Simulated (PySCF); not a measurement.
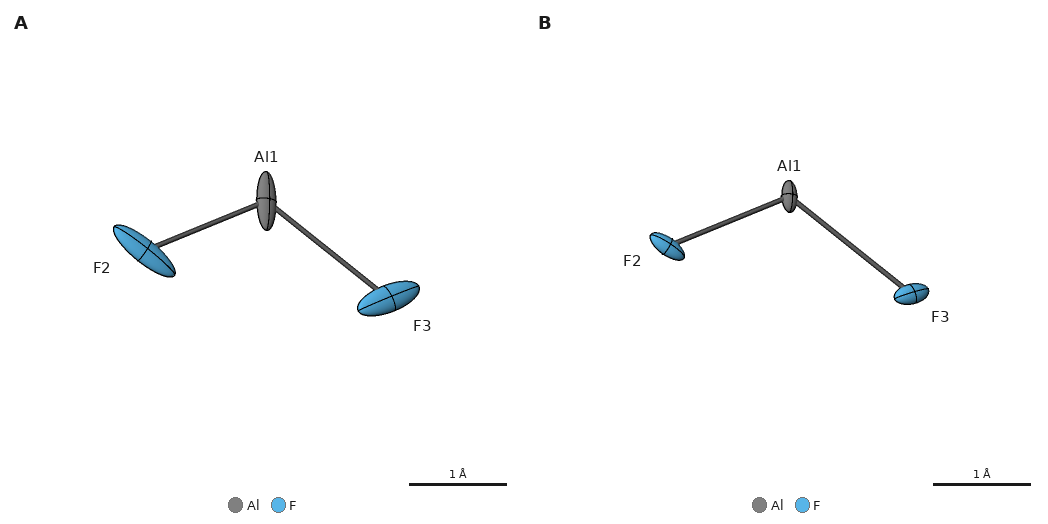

Displacement ellipsoids at the 50 % level, scaled by 3, from the internal vibrations of the free molecule (harmonic, no overall translation or rotation; no half-axis is drawn under 0.075 Å). Charge 0, doublet. Vibrations computed with UKS-based PBE0, Al def2-TZVP, F def2-TZVP; non-relativistic; density fitting (PySCF 2.14.0). One panel is for 200 K, the other for 900 K.

> Which panel is for 900 K?

A.

> How much does the mean-square displacement of F2 grow, and why?

U_eq goes from 0.00088 to 0.0029 Å², a factor of 3.2. Modes below kT (626 cm⁻¹ at 900 K) grow about in proportion to T, and the lowest lies at 230 cm⁻¹; the mean-square amplitude of a mode is its zero-point value times coth(ħω/2kT), which comes close to 1 only above about 3kT.
